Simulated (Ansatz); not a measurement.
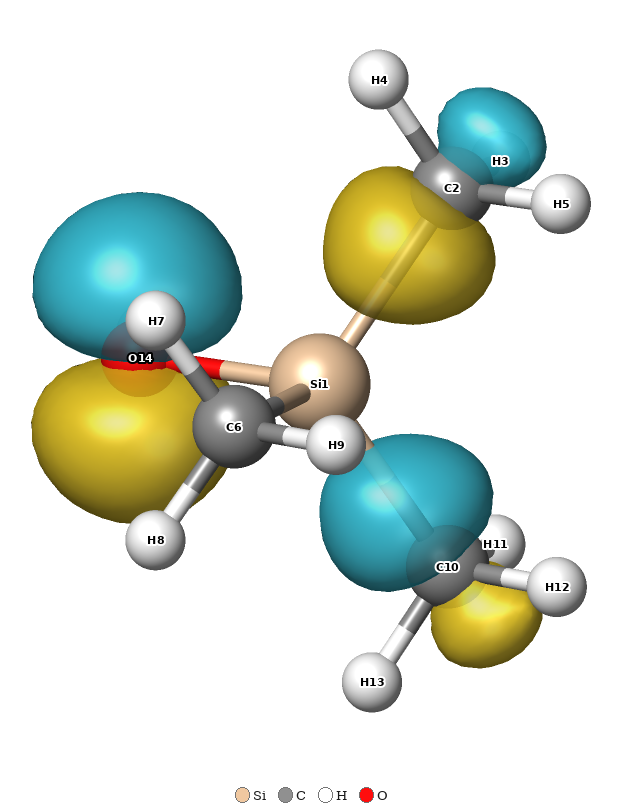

*C$_{3}$H$_{10}$OSi. The HOMO at ±0.15 Å⁻³ᐟ² (yellow and cyan are the two phases), seen at an oblique angle.*

Level of theory: RKS LDA/6-31G (Ansatz 0.2.0).

Input file:

```
crystal:
  periodic: [false, false, false]
  atoms:
    - { symbol: Si, position_ang: [0.0, 0.0, 0.0] }
    - { symbol: C, position_ang: [0.0, 0.0, 1.87] }
    - { symbol: H, position_ang: [-0.9996, -0.3092, 2.2405] }
    - { symbol: H, position_ang: [0.7676, -0.7111, 2.2405] }
    - { symbol: H, position_ang: [0.232, 1.0203, 2.2405] }
    - { symbol: C, position_ang: [1.7634, 0.0, -0.6227] }
    - { symbol: H, position_ang: [2.1111, -1.0463, -0.7509] }
    - { symbol: H, position_ang: [1.8119, 0.5276, -1.5981] }
    - { symbol: H, position_ang: [2.4154, 0.5187, 0.1108] }
    - { symbol: C, position_ang: [-0.8808, 1.5259, -0.6227] }
    - { symbol: H, position_ang: [-1.9334, 1.2723, -0.8671] }
    - { symbol: H, position_ang: [-0.8624, 2.3106, 0.1622] }
    - { symbol: H, position_ang: [-0.3704, 1.9025, -1.5336] }
    - { symbol: O, position_ang: [-0.7913, -1.3709, -0.5594] }
    - { symbol: H, position_ang: [-1.2459, -1.8365, 0.2129] }
basis:
  gaussian: { orbitals: "6-31G" }
hamiltonian:
  xc: lda
relax:
  f_tol: 0.02
  max_steps: 40
output:
  orbitals: {}
```

Run with:

```sh
ansatz run input.yaml --threads 1 --pin off --max-ram 2048MiB --backend cpu --events-out ev --progress --plain --runs-dir out
```

The fields are those of the run's last geometry, not of the input's.

Describe this orbital and give its energy.

By Hirshfeld shares it lies mainly on O14 (about 60 %), C2 (about 10 %) and C10 (about 10 %). Its energy is −6.11 eV.
